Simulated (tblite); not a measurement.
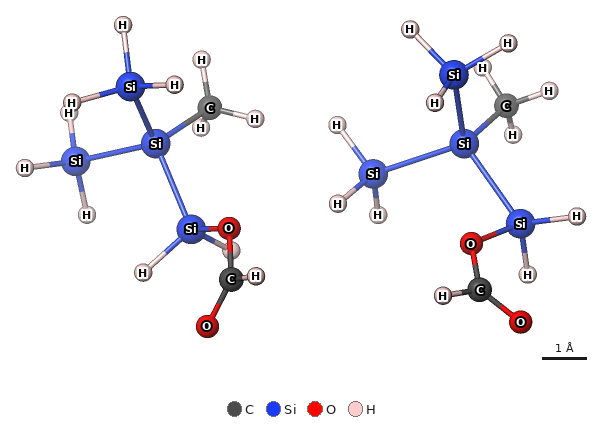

Two geometries of C$_{2}$H$_{12}$O$_{2}$Si$_{4}$, drawn at one scale. One is the start of a relaxation, the other its converged end. The picture is a ball-and-stick view, seen from a free direction.

The calculation used GFN2-xTB geometry optimisation, gas phase (tblite 0.8.0). 

### Which of the two is the end point?

The right one is the relaxed one. The atom that moves furthest after the best rigid fit is an H atom (2.69 Å). By element the largest moves are H 2.69 Å, O 1.41 Å, C 1.26 Å, Si 0.66 Å. Near-neighbour distances that change, for instance: Si–Si 2.213 → 2.354 Å, Si–Si 2.203 → 2.322 Å, C–O 1.392 → 1.303 Å, C–O 1.247 → 1.194 Å. Bond angles that change, for instance: Si–Si–O 114.3° → 92.3°, Si–Si–H 108.5° → 121.8°, Si–Si–H 110.6° → 120.9°. Groups turn about Si–Si by about 90°, Si–Si by about 30°, O–Si by about 25°. Over 247 geometry steps the energy falls by 115.3 kJ/mol. Cost: 2.6 s on 1 thread of Arm Neoverse V2, on a shared host.
